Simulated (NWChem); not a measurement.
**BH3O3 (boric acid): wB97X/def2-SVP**

Aim: the electronic atomisation energy of BH3O3 (boric acid) at wB97X/def2-SVP, from 4 runs. 

Program for the calculation: NWChem 7.3.0.

4 further runs of the same task are left out: 4 that didn't finish.

### Step 1. The structure to begin with

BH3O3 has 7 atoms, charge 0, and is taken as a singlet. As SMILES, `OB(O)O`. Geometry: relaxed at PBE0-D4/def2-TZVP. This is a higher conformer, about 20 kJ/mol above the lowest found by a separate search.

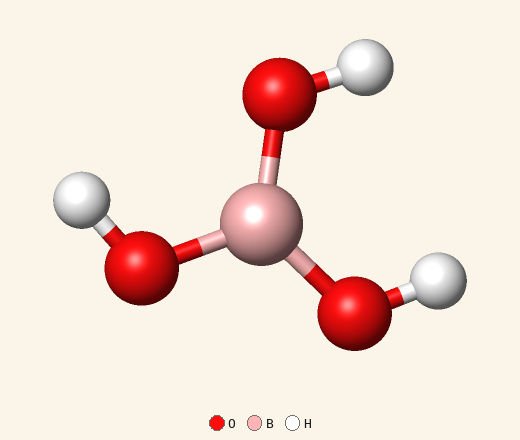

The structure, seen from a chosen angle (oxygen red, boron pink, hydrogen white).

### Step 2. A single-point energy at wB97X/def2-SVP (run 1)

mymol.nw reads:

```
start mymol
title "BH3O3"
memory total 2200 mb

geometry units angstroms noautosym nocenter noautoz
  O       -1.109700       0.802600       0.321900
  B       -0.012200      -0.006800       0.228700
  O        0.501200      -0.469300       1.400100
  O        0.600700      -0.381300      -0.945400
  H       -1.457400       1.118600      -0.511500
  H        1.266800      -1.028200       1.254500
  H        0.210500      -0.035700      -1.748300
end

basis spherical bse
  O library def2-SVP
  B library def2-SVP
  H library def2-SVP
end

dft
  xc wb97x
  grid fine
  convergence energy 1e-08
  maxiter 100
  mulliken
  noprint "final vectors analysis"
end

task dft energy
```

On the command line:

```sh
$ nwchem mymol.nw > mymol.out
```

Standard output:

```text
[...]
          Wavefunction type:  closed shell.
          No. of atoms     :     7
          No. of electrons :    32
[...]
          Charge           :     0
          Spin multiplicity:     1
[...]
          AO basis - number of functions:    71
[...]
              XC Information
              --------------
                       wb97x  Method XC Functional
                     Hartree-Fock (Exact) Exchange  1.000
                         wb97x Exchange Functional  1.000
                      wb97x Correlation Functional  1.000
[...]
 d= 0,ls=0.0,diis     1   -252.1262059567 -3.68D+02  1.19D-02  9.50D-01     1.4
[...]
 d= 0,ls=0.0,diis     9   -252.2304610394 -2.07D-09  1.12D-06  4.54D-09    12.3
         Total DFT energy =     -252.230461039400
      One electron energy =     -576.849066376461
           Coulomb energy =      239.416010196420
    Exchange-Corr. energy =      -31.027047752638
 Nuclear repulsion energy =      116.229642893280
[...]
      Total Density - Mulliken Population Analysis
     ---------------------------------------------
    Atom       Charge   Shell Charges
 -----------   ------   -------------------------------------------------------
    1 O    8     8.17   1.99  1.07  0.55  2.91  1.64  0.01
    2 B    5     5.01   1.99  0.74  0.04  1.59  0.39  0.27
    3 O    8     8.15   1.99  1.07  0.55  2.91  1.63  0.01
    4 O    8     8.20   1.99  1.06  0.56  2.91  1.67  0.01
    5 H    1     0.83   0.70  0.06  0.07
    6 H    1     0.82   0.69  0.05  0.07
    7 H    1     0.83   0.69  0.06  0.07
[...]
```

Run time: 13 s. Hardware: 1 thread of AMD EPYC 9R45 (Zen 5), shared host; peak memory 0.11 GiB.

### Step 3. The B atom at the same level (run 2)

geom.nw reads:

```
start geom
title "B"
memory stack 880 mb heap 220 mb global 1100 mb

geometry units angstrom noautosym nocenter noautoz
 B     0.000000    0.000000    0.000000
end

basis spherical bse
 B library def2-SVP
end

dft
 xc wb97x
 mult 2
 grid fine
 convergence energy 1e-08
 iterations 100
 mulliken
 print low
end

task dft
```

Run the same way, it converges to -24.62291 Eh (log not shown).

Run 3 isn't shown in full; the table further down has it.

### Step 4. The O atom, same level (run 4)

job.nw reads:

```
start job
memory total 2200 mb
geometry noautosym nocenter noautoz
  O     0.000000    0.000000    0.000000
end
basis spherical bse
  * library def2-SVP
end
dft
  xc wb97x
  mult 3
  grid fine
  convergence energy 1e-08
  iterations 100
  mulliken
  print low
end
task dft energy
```

Run the same way, it converges to -74.98253 Eh (log not shown).

### Step 5. All runs side by side

```tsv
run	level	partner	energy (Eh)	wall time
1	wB97X/def2-SVP	base	-252.230461	13 s
2	U-wB97X/def2-SVP	atoms	-24.622909	0.82 s
3	U-wB97X/def2-SVP	atoms	-0.500604	0.62 s
4	U-wB97X/def2-SVP	atoms	-74.982526	0.82 s
```

### Step 6. Results

At wB97X/def2-SVP:

```
                     quantity         value
         O atom: total energy  -74.98253 Eh
                 O atom: ⟨S²⟩         2.003
electronic atomisation energy     31.515 eV
```

**Reading.** Taking the molecule apart into free atoms costs 31.52 eV (3041 kJ/mol), before zero-point energy and without spin-orbit coupling. All runs together took 15 s, the longest 13 s.
